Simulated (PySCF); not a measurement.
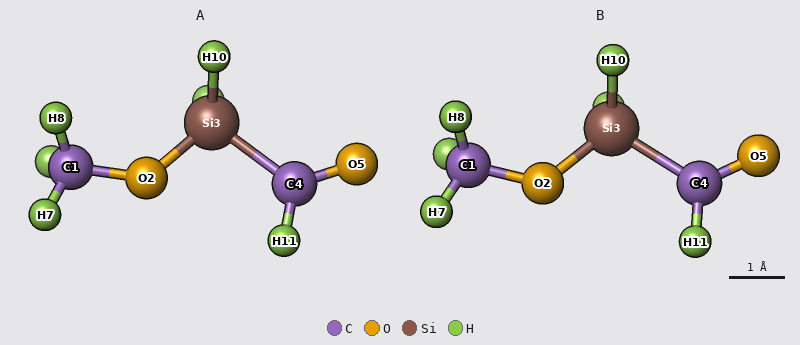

Two geometries of C2H6O2Si, drawn at one scale. One is the start of a relaxation, the other its converged end. Style: ball-and-stick. Shown at a tilt.

Computed with PBE0-D3(BJ)/def2-SVP geometry optimisation, gas phase in PySCF. 

Question: Which of the two is the end point?

Answer: Structure B is the relaxed one. The start comes from GFN2-xTB. After 6 geometry steps the energy has fallen by 2.12 kcal/mol. Largest force component: 1 eV/Å at the start, 0.014 eV/Å at the end. The atom that moves furthest after the best rigid fit is an H atom (0.21 Å). Largest moves by element: H 0.21 Å, O 0.16 Å, Si 0.11 Å, C 0.09 Å. Among the contacts that change: O–Si 1.618 → 1.660 Å, H–Si 1.464 → 1.495 Å, C–H 1.112 → 1.126 Å, C–H 1.092 → 1.105 Å. Bond angles that change, for instance: O–Si–C 99.8° → 105.9°, C–O–Si 129.5° → 125.9°, Si–C–O 123.2° → 120.1°. The run took of the order of 21 core-seconds on a shared host.
